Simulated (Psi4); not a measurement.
**InNH3 (SMILES [NH2][InH]), step by step**

We compute a geometry optimisation (UCAM-B3LYP/def2-SVP), then vibrational wavenumbers, then the excited states (TDA-CAM-B3LYP/def2-SVP) of InNH3. 

Program for the calculation: Psi4 1.11.

### Step 1. The structure to begin with

InNH3 has 5 atoms, charge 0, and is taken as a doublet. SMILES: `[NH2][InH]`. The shape is that of a PBE0-D4/def2-TZVP optimisation. This is one conformer, not always the lowest. The run starts from this shape.

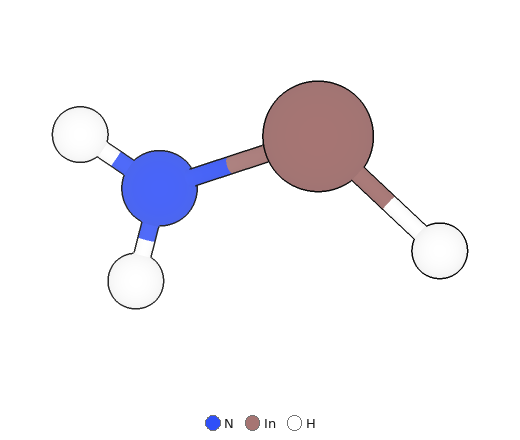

The structure, seen from a chosen angle (nitrogen blue, indium brown, hydrogen white).

### Step 2. A geometry optimisation at UCAM-B3LYP/def2-SVP (density fitting, core potential) (run 1)

input.inp reads:

```
memory 1.6 GB

molecule m {
  0 2
  N     -0.299400    -0.736500     0.264700
  In     0.846600     0.946400     0.296000
  H     -0.846800    -0.960800    -0.554700
  H      0.017600    -1.585600     0.707600
  H      0.331900     2.262600    -0.755100
  symmetry c1
}

set {
  basis def2-SVP
  reference uks
  geom_maxiter 60
}

e_tot, wfn = optimize('cam-b3lyp', return_wfn=True)
```

On the command line:

```bash
psi4 -n 1 input.inp input.out
```

input.out:

```text
[...]
    !!!  WARNING: ECP capability is in beta. Please check occupations closely.  !!!
[...]
  Running in c1 symmetry.
[...]
  Nuclear repulsion =   61.852746045763581
[...]
  Multiplicity = 2
[...]
  Nalpha       = 16
  Nbeta        = 15
[...]
    Number of basis functions: 55
[...]
   @DF-UKS iter   1:  -246.26261172831468   -1.02531e+00   1.40602e-02 DIIS/ADIIS
[...]
    !!!  WARNING: ECP capability is in beta. Please check occupations closely.  !!!
[...]
   @DF-UKS iter   9:  -246.54985521863443   -3.80851e-12   8.41416e-09 DIIS
[...]
   @S^2 Observed:                7.553634636E-01
[...]
  @DF-UKS Final Energy:  -246.54985521863443
   => Energetics <=
    Nuclear Repulsion Energy =             61.7816540891837178
    One-Electron Energy =                -534.2480061166061205
    Two-Electron Energy =                 243.6989730326403105
    DFT Exchange-Correlation Energy =     -17.7824762238522993
    Empirical Dispersion Energy =           0.0000000000000000
    VV10 Nonlocal Energy =                  0.0000000000000000
    Total Energy =                       -246.5498552186344341
[...]
  -Total Gradient:
     Atom            X                  Y                   Z
    ------   -----------------  -----------------  -----------------
       1        0.000033256178     0.000077920182     0.000028452629
       2       -0.000028642761    -0.000042288985    -0.000017352223
       3        0.000014085747    -0.000035289043     0.000016516396
       4       -0.000014750244    -0.000007294939    -0.000025642655
       5        0.000001898674     0.000000022451     0.000002983642
[...]
```

Standard output:

```text
Optimizer: Optimization complete!
```

Run time: 91 s. Hardware: 1 thread of AMD EPYC 7R43 (Zen 3), shared host; peak memory 0.41 GiB.

Steps, from the record of the run:

| step | energy from the first frame kept (eV) | largest force (eV/Å) |
| --- | --- | --- |
| 0 | 0.0000 | 0.3282 |
| 1 | -0.0044 | 0.1200 |
| 2 | -0.0054 | 0.0587 |
| 3 | -0.0071 | 0.0910 |
| 4 | -0.0077 | 0.0643 |
| 5 | -0.0081 | 0.0140 |
| 6 | -0.0084 | 0.0146 |
| 7 | -0.0085 | 0.0120 |
| 8 | -0.0085 | 0.0101 |
| 9 | -0.0086 | 0.0072 |
| 10 | -0.0086 | 0.0046 |

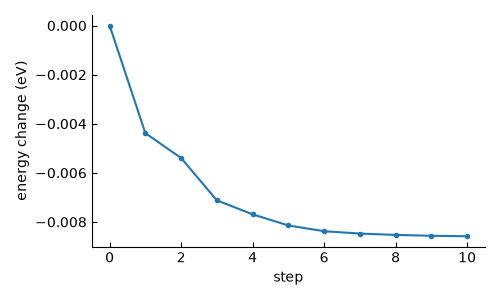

Energy along the run.

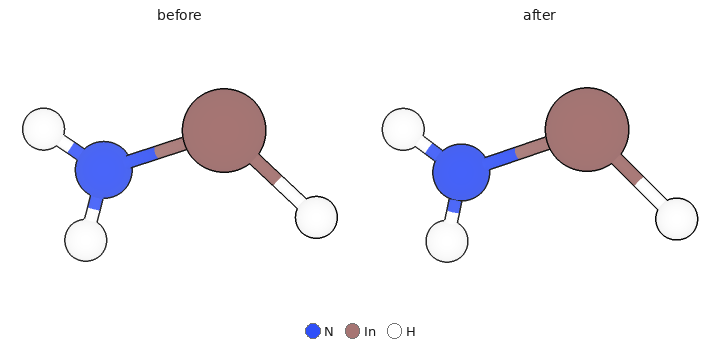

Before and after, at one scale.

After the run. Bond lengths: N1–In2 2.030 Å, N1–H3 1.016 Å, N1–H4 1.014 Å, In2–H5 1.765 Å. Angles: N1–In2–H5 116.1°, In2–N1–H3 124.2°, In2–N1–H4 124.7°, H3–N1–H4 111.0°.

### Step 3. Vibrational wavenumbers at UCAM-B3LYP/def2-SVP (density fitting, core potential) (run 2)

run.py reads:

```python
import psi4

psi4.set_memory('1600 MB')
psi4.set_num_threads(1)
psi4.set_output_file('output.dat', False)

m = psi4.geometry("""
0 2
N     -0.179135    -0.797662     0.144011
In     0.832421     0.954541     0.311072
H     -0.901284    -0.976841    -0.547490
H     -0.002974    -1.622648     0.706678
H      0.352503     2.237315    -0.802868
""")

psi4.set_options(dict(basis='def2-SVP', reference='uks', t=298.15, rotational_symmetry_number=1))

energy_value = psi4.frequencies('CAM-B3LYP')
print(f'CAM-B3LYP energy: {energy_value:.10f} Eh')
for k in ('ZPVE', 'ENTHALPY', 'GIBBS FREE ENERGY'):
    print(f'{k}: {psi4.variable(k):.8f} Eh')
```

On the command line:

```bash
python run.py
```

output.dat:

```text
[...]
  Running in c1 symmetry.
[...]
  Nuclear repulsion =   61.781656047931591
[...]
  Multiplicity = 2
[...]
  Nalpha       = 16
  Nbeta        = 15
[...]
    Number of basis functions: 55
[...]
   @DF-UKS iter   1:  -246.24950369774353   -1.06246e+00   1.44445e-02 ADIIS/DIIS
[...]
   @DF-UKS iter  13:  -246.54985407366269   -9.29390e-12   5.26817e-09 DIIS
[...]
   @S^2 Observed:                7.553867371E-01
[...]
  @DF-UKS Final Energy:  -246.54985407366269
   => Energetics <=
    Nuclear Repulsion Energy =             61.7728308448482935
    One-Electron Energy =                -534.2315220317042304
    Two-Electron Energy =                 243.6908653646379150
    DFT Exchange-Correlation Energy =     -17.7820282514446504
    Empirical Dispersion Energy =           0.0000000000000000
    VV10 Nonlocal Energy =                  0.0000000000000000
    Total Energy =                       -246.5498540736626865
[...]
  -Total Gradient:
     Atom            X                  Y                   Z
    ------   -----------------  -----------------  -----------------
       1       -0.000193978729     0.000738165167    -0.000518610230
       2        0.000038268239    -0.000212695786     0.000131779936
       3        0.000009294480     0.000037341997    -0.000022066607
       4        0.000215853327    -0.000718300374     0.000548005568
       5       -0.000063637372     0.000148562377    -0.000134084667
[...]
  ==> Harmonic Vibrational Analysis <==
[...]
  Freq [cm^-1]                 83.3754             406.9908            410.0446
[...]
  IR activ [km/mol]            200.1369             5.4410             32.9461
[...]
  Freq [cm^-1]                 596.0544            659.3339           1499.9567
[...]
  Freq [cm^-1]                1608.4712           3579.9248           3690.2465
[...]
```

Standard output:

```text
Warning: used thermodynamics relations inappropriate for low-frequency modes: ['83.3754' '406.9908' '410.0446' '596.0544']
CAM-B3LYP energy: -246.5498552306 Eh
ZPVE: 0.02855546 Eh
ENTHALPY: -246.51585347 Eh
GIBBS FREE ENERGY: -246.54896596 Eh
```

Run time: 3.7 min. Hardware: 1 thread of AMD EPYC 7R43 (Zen 3), shared host; peak memory 0.4 GiB.

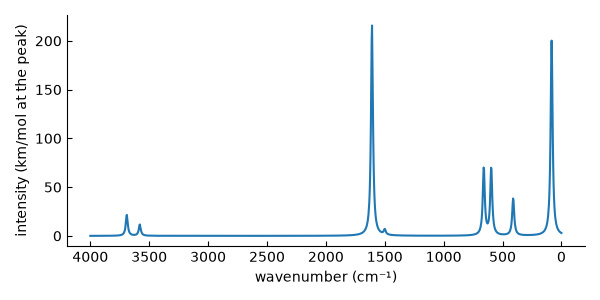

Harmonic infrared spectrum, unscaled, lines broadened by 10 cm⁻¹.

### Step 4. The excited states at TDA-CAM-B3LYP/def2-SVP (density fitting, core potential, save jk yes) (run 3)

h3inn.py reads:

```python
import psi4

psi4.set_memory(1600000000)
psi4.set_num_threads(1)
psi4.set_output_file('output.dat', False)

geom = psi4.geometry("""
0 2
N     -0.179135    -0.797662     0.144011
In     0.832421     0.954541     0.311072
H     -0.901284    -0.976841    -0.547490
H     -0.002974    -1.622648     0.706678
H      0.352503     2.237315    -0.802868
symmetry c1
""")

psi4.set_options(dict(basis='def2-SVP', reference='uks', save_jk=True))

from psi4.driver.procrouting.response.scf_response import tdscf_excitations
E, wfn = psi4.energy("cam-b3lyp", return_wfn=True)
states = tdscf_excitations(wfn, states=4, tda=True)
for k, s in enumerate(states, 1):
    print(f"root {k}: {s['EXCITATION ENERGY'] * 27.211386:.4f} eV  f = {s['OSCILLATOR STRENGTH (LEN)']:.4f}  {s['SYMMETRY']}")
print('E =', round(E, 9))
```

On the command line:

```bash
python h3inn.py
```

output.dat:

```text
[...]
  Running in c1 symmetry.
[...]
  Nuclear repulsion =   61.781656047931591
[...]
  Multiplicity = 2
[...]
  Nalpha       = 16
  Nbeta        = 15
[...]
    Number of basis functions: 55
[...]
   @DF-UKS iter   1:  -246.24619099697588   -1.05690e+00   1.45166e-02 DIIS/ADIIS
[...]
   @DF-UKS iter  10:  -246.54985520988126   -2.86813e-08   5.12180e-07 DIIS
[...]
   @S^2 Observed:                7.553617049E-01
[...]
  @DF-UKS Final Energy:  -246.54985520988126
   => Energetics <=
    Nuclear Repulsion Energy =             61.7816560479315910
    One-Electron Energy =                -534.2478860828821325
    Two-Electron Energy =                 243.6988417826723889
    DFT Exchange-Correlation Energy =     -17.7824669576031447
    Empirical Dispersion Energy =           0.0000000000000000
    VV10 Nonlocal Energy =                  0.0000000000000000
    Total Energy =                       -246.5498552098812581
[...]
 Multipole Moments:
 ------------------------------------------------------------------------------------
     Multipole            Electronic (a.u.)      Nuclear  (a.u.)        Total (a.u.)
 ------------------------------------------------------------------------------------
 L = 1.  Multiply by 2.5417464519 to convert [e a0] to [Debye]
 Dipole X            :         11.4557110          -11.4886107           -0.0328998
 Dipole Y            :         16.6396262          -16.9356860           -0.2960598
 Dipole Z            :          3.5183849           -3.4453677            0.0730173
 Magnitude           :                                                    0.3067008
[...]
                                    Excitation Energy         Total Energy        Oscillator Strength             Rotatory Strength
[...]
Excited State    1 (1 A):   0.09973 au   456.85 nm f = 0.0006
[...]
```

On the terminal:

```text
root 1: 2.7139 eV  f = 0.0006  A
root 2: 3.0087 eV  f = 0.0417  A
root 3: 3.9794 eV  f = 0.0012  A
root 4: 4.2443 eV  f = 0.0224  A
E = -246.54985521
```

Run time: 18 s. Hardware: 1 thread of AMD EPYC 7R43 (Zen 3), shared host; peak memory 0.38 GiB.

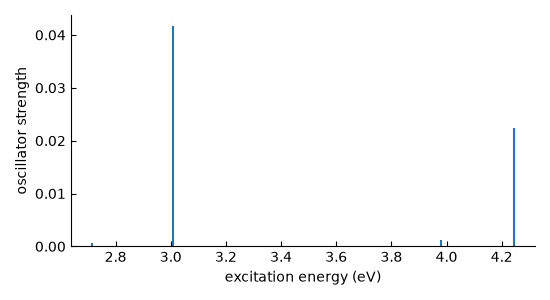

Vertical excitations as sticks.

The roots found:

| excited state | energy (eV) | strength | label |
| --- | --- | --- | --- |
| 1 | 2.714 | 0.0006 | A 1 |
| 2 | 3.009 | 0.0417 | A 1 |
| 3 | 3.979 | 0.0012 | A 1 |
| 4 | 4.244 | 0.0224 | A 1 |

### Step 5. Summary of results

| quantity | value |
| --- | --- |
| run 1, UCAM-B3LYP/def2-SVP: total energy at the end | -246.54986 Eh |
| run 1, UCAM-B3LYP/def2-SVP: dipole moment | 0.78 D |
| run 1, UCAM-B3LYP/def2-SVP: HOMO energy (highest over α and β) | -6.72 eV |
| run 1, UCAM-B3LYP/def2-SVP: LUMO energy (lowest over α and β) | -1.76 eV |
| run 1, UCAM-B3LYP/def2-SVP: ⟨S²⟩ | 0.755 |
| run 2, UCAM-B3LYP/def2-SVP: lowest harmonic wavenumber | 83 cm⁻¹ |
| run 2, UCAM-B3LYP/def2-SVP: highest harmonic wavenumber | 3690 cm⁻¹ |
| run 2, UCAM-B3LYP/def2-SVP: zero-point energy | 75.0 kJ/mol |
| run 2, UCAM-B3LYP/def2-SVP: ideal-gas entropy at 298.15 K (symmetry number 1 as used) | 69.7 cal/(mol K) |
| run 3, TDA-CAM-B3LYP/def2-SVP: ground-state or mean-field energy | -246.54986 Eh |
| run 3, TDA-CAM-B3LYP/def2-SVP: dipole moment (CAM-B3LYP Kohn–Sham density) | 0.78 D |
| run 3, TDA-CAM-B3LYP/def2-SVP: HOMO energy (CAM-B3LYP Kohn–Sham orbitals) (highest over α and β) | -6.72 eV |
| run 3, TDA-CAM-B3LYP/def2-SVP: LUMO energy (CAM-B3LYP Kohn–Sham orbitals) (lowest over α and β) | -1.76 eV |
| run 3, TDA-CAM-B3LYP/def2-SVP: ⟨S²⟩ of the reference determinant | 0.755 |
| run 3, TDA-CAM-B3LYP/def2-SVP: lowest excitation energy | 2.71 eV |

What this shows: The optimisation (run 1, UCAM-B3LYP/def2-SVP) took 11 steps and changed the energy by -0.009 eV. All 9 modes (run 2, UCAM-B3LYP/def2-SVP) are real, so the shape is a minimum at this level. The brightest of the 4 transitions from the ground state lies at 3.01 eV (412 nm, f = 0.042); the lowest, at 2.71 eV, has f = 0.001.
